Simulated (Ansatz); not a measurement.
Consider C3HAl (SMILES [Al][c]1[c][cH+]1) (charge +1, doublet).

The calculation's input:

```
basis:
  gaussian: {orbitals: def2-TZVPD}
crystal:
  periodic: [false, false, false]
  atoms:
    - {symbol: C, position_ang: [-1.912257, -1.142583, -1.797682]}
    - {symbol: C, position_ang: [-1.527533, -1.306124, -0.454221]}
    - {symbol: C, position_ang: [-1.914995, -2.365925, -1.231444]}
    - {symbol: Al, position_ang: [-0.811473, -0.576808, 1.560758]}
    - {symbol: H, position_ang: [-2.061541, -0.437907, -2.620603]}
hamiltonian: {xc: pbe0}
output: {forces: true, orbitals: {seedname: orbitals}}
total_charge: 1
magnetization: {spin_polarized: true, initial_magnetization: 1}
```

Run with:

```sh
ansatz run input.yaml --threads 1 --pin off --max-ram 2610MiB --events-out events.jsonl --progress --plain --runs-dir runs
```

Geometry: B3LYP-D3(BJ)/def2-SVP.

Method: isolated molecule in a Gaussian basis; Kohn-Sham density functional theory, functional PBE0 (Ansatz).

Q: What will maps of the electron density, electron localisation function and spin density show?

A: C–C (1.35 Å): the density is about 2.2 e/Å³ at the midpoint; the ELF peaks at about 0.85 between the atoms: a covalent bond.
C–Al (2.26 Å): ρ at the midpoint is about 0.41 e/Å³, with its minimum of 0.32 e/Å³ about 1.4 Å from C; the ELF peaks at about 1 in the valence shell of C, 0.7 Å from its nucleus, and is about 0.85 at the midpoint.
C–H (1.09 Å): ρ at the midpoint is about 2.1 e/Å³; the ELF climbs to about 1 towards the hydrogen, as it does in any bond to H: an ordinary covalent bond to hydrogen.
C–C (1.41 Å): ρ at the midpoint is about 2 e/Å³; the ELF peaks at about 0.85 between the atoms: a covalent bond.
The unpaired spin (1 electron) lies mostly on C3 (about 0.6), C1 (about 0.2), C2 (about 0.1) and Al4 (about 0.1), in electrons by Hirshfeld's partition.

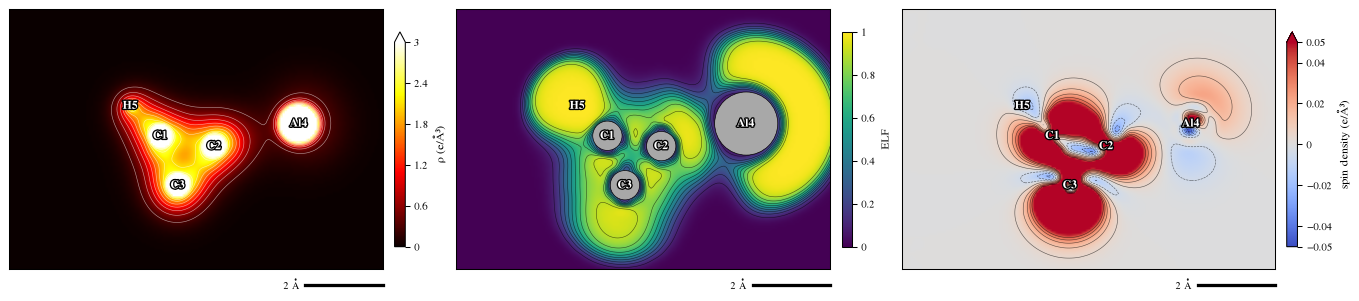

Computed electron density, electron localisation function and spin density on the molecular plane, in this order. Grey discs cover the atomic cores in the ELF map. 
